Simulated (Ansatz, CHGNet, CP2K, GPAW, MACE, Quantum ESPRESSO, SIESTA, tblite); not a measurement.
# Which run comes nearest? Nb(100)/C(110) interface (80 atoms)

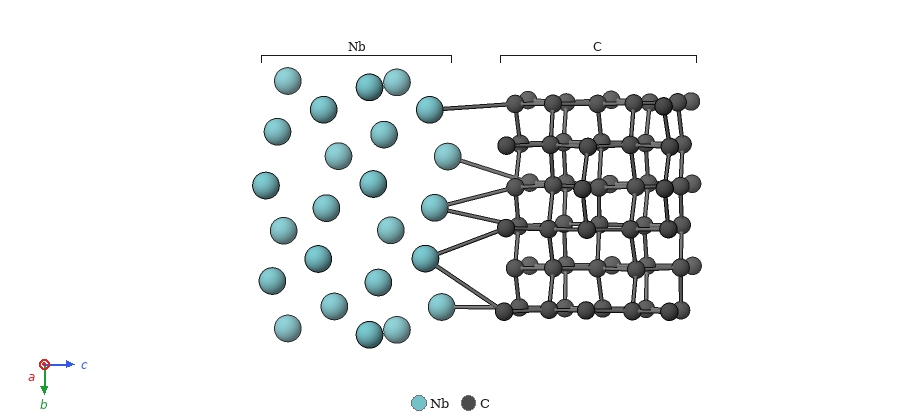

The cell (niobium teal, carbon dark grey). Some periodic images of atoms are drawn too.

The cell holds 80 atoms: 20 Nb and 60 C. Its edges and angles: a = 7.134 Å, b = 7.567 Å, c = 24.460 Å, α = 90.0°, β = 90.0°, γ = 90.0°. Bcc Nb(100), 4 repeat layers, 5 surface cells, strained -3.32 and +2.54 %; diamond-structure C(110), 5 layers, 6 cells, -0.00 and -0.00 %; outer planes 2.45 Å apart, 12 Å of vacuum above; not relaxed, displaced by a Gaussian of 0.02 Å. Then every atom was moved at random, 0.02 Å r.m.s. a Cartesian component. Regions: Nb, 20 atoms (20 Nb); C, 60 atoms (60 C). Vacuum lies along c.

Geometry: as built.

The reference, a calculation:

| Quantity | Value |
| --- | --- |
| method | Kohn-Sham DFT, PBE, PAW, plane waves (Ansatz 0.2.0); cutoff 420 eV, Γ point, fermi-dirac smearing of 0.05 eV; PAW set soft_2 |
| r.m.s. force component | 1.836 eV/Å |
| longest force | 6.631 eV/Å |
| SCF cycles | 17 |
| time | 22 s on 4 threads of Arm Neoverse V1, shared host |
| CPU time | 85 s |

Q: Estimate the differences from the reference, the CPU time and the memory of each run.
- CP2K PBE, DZVP-MOLOPT-SR, 600/50 Ry, diagonalisation (CP2K 2026.2; 4 MPI ranks)
- SIESTA PBE, DZP, shift 0.01 Ry, mesh 300 Ry (SIESTA 5.4.2; 2 MPI ranks)
- CHGNet 0.3.0 potential (CHGNet 0.3.0; 1 thread)
- CP2K PBE, DZVP-MOLOPT-SR, 300/50 Ry, diagonalisation (CP2K 2026.2; 2 threads)
- SIESTA PBE, DZP, shift 0.005 Ry, mesh 300 Ry (SIESTA 5.4.2; 2 MPI ranks)
- MACE MP-0b3 medium potential (MACE MP-0b3 medium; 1 thread)
- CHGNet r2SCAN potential (CHGNet r2SCAN; 1 thread)
- QE PBE, sssp-1.3.0-efficiency, 45/360 Ry (Quantum ESPRESSO 7.5; 4 MPI ranks)
- tblite GFN1-xTB (tblite 0.8.0; 1 thread)

Differences are against the plane-wave reference, forces as r.m.s. over components; share is that over the reference's r.m.s. force, slope the least-squares factor from reference forces to these. Total energies of different programs have different zeros and aren't compared.

| run | Δ force, r.m.s. (meV/Å) | share (%) | slope | cores | CPU time | memory (GiB) |
| --- | --- | --- | --- | --- | --- | --- |
| reference | - | - | - | 4 | 85 s | 1.5 |
| CP2K PBE, DZVP-MOLOPT-SR, 600/50 Ry, diagonalisation | 63.4 | 3.46 | 1.027 | 4 | 27 min | 6.1 |
| SIESTA PBE, DZP, shift 0.01 Ry, mesh 300 Ry | 149 | 8.12 | 1.006 | 2 | 11 min | 1.5 |
| CHGNet 0.3.0 potential | 628 | 34.2 | 0.921 | 1 | 7.3 s | 3.2 |
| CP2K PBE, DZVP-MOLOPT-SR, 300/50 Ry, diagonalisation (coarse) | 65.4 | 3.56 | 1.027 | 2 | 21 min | 1.8 |
| SIESTA PBE, DZP, shift 0.005 Ry, mesh 300 Ry | 163 | 8.90 | 1.004 | 2 | 16 min | 1.7 |
| MACE MP-0b3 medium potential | 464 | 25.3 | 0.887 | 1 | 9.9 s | 1.2 |
| CHGNet r2SCAN potential | 692 | 37.7 | 0.804 | 1 | 6.3 s | 3.2 |
| QE PBE, sssp-1.3.0-efficiency, 45/360 Ry | 6.35 | 0.346 | 1.001 | 4 | 22 min | 2.7 |
| tblite GFN1-xTB | 480 | 26.2 | 0.946 | 1 | 4.3 s | 0.12 |

Rows marked coarse were listed beforehand as settings not expected to be converged; some can still land near the reference.

Times of the machine-learned potentials are mostly Python's start and the loading of weights.

CPU time is summed over cores on a shared host, where runs went side by side, so it is rough. Symmetry, cutoffs, thresholds, outputs and thread counts weren't matched or tuned between programs; memory under MPI is the largest rank's times the ranks.

PBE on plane waves or a grid with other potentials, cutoffs or grids, coarse settings apart, differs from the reference by 0.35 % (QE PBE, sssp-1.3.0-efficiency, 45/360 Ry) of the r.m.s. force; this holds the reference's own error, so differences of a few per cent don't tell which side is nearer the exact PBE result (QE's 45 Ry are 612 eV, against the reference's 420 eV). The PBE runs in local orbitals, coarse settings apart, differ by 3.5 % (CP2K PBE, DZVP-MOLOPT-SR, 600/50 Ry, diagonalisation) to 8.9 % (SIESTA PBE, DZP, shift 0.005 Ry, mesh 300 Ry); basis, grid and potentials can all enter. Tight binding differs by 26 % (tblite GFN1-xTB); it is another model, with fitted parameters of its own, and the xTB methods hold dispersion. Machine-learned potentials differ by 25 % (MACE MP-0b3 medium potential) to 38 % (CHGNet r2SCAN potential); they were trained on other programs' data, some at another functional. Periodic xTB results under one method name differ between programs and library versions. Machine-learned potentials mimic data converged in k, so the reference's own k-point error enters their differences. The electronic-structure runs sample only Γ, in a cell whose shortest periodic width is 7 Å, which is coarse for a cell with partly filled levels.

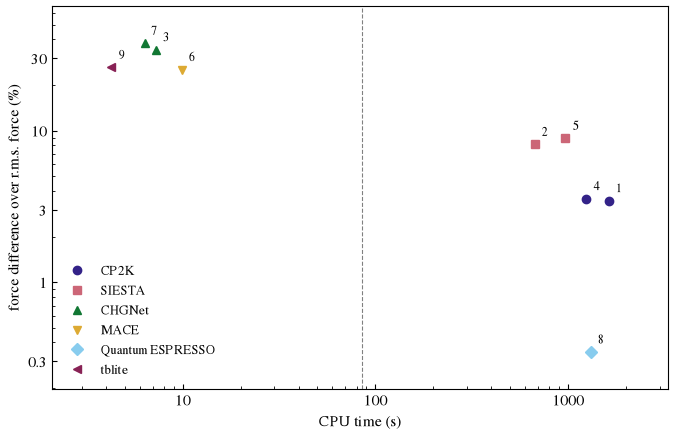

Force difference against CPU time; the dashed line marks the reference's time. Points: 1 CP2K PBE, DZVP-MOLOPT-SR, 600/50 Ry, diagonalisation; 2 SIESTA PBE, DZP, shift 0.01 Ry, mesh 300 Ry; 3 CHGNet 0.3.0 potential; 4 CP2K PBE, DZVP-MOLOPT-SR, 300/50 Ry, diagonalisation; 5 SIESTA PBE, DZP, shift 0.005 Ry, mesh 300 Ry; 6 MACE MP-0b3 medium potential; 7 CHGNet r2SCAN potential; 8 QE PBE, sssp-1.3.0-efficiency, 45/360 Ry; 9 tblite GFN1-xTB.

[Hosts, paths, dates, database ids (printed as entryN), source tags and the programs' standing remarks are cut or masked in the printed files.]
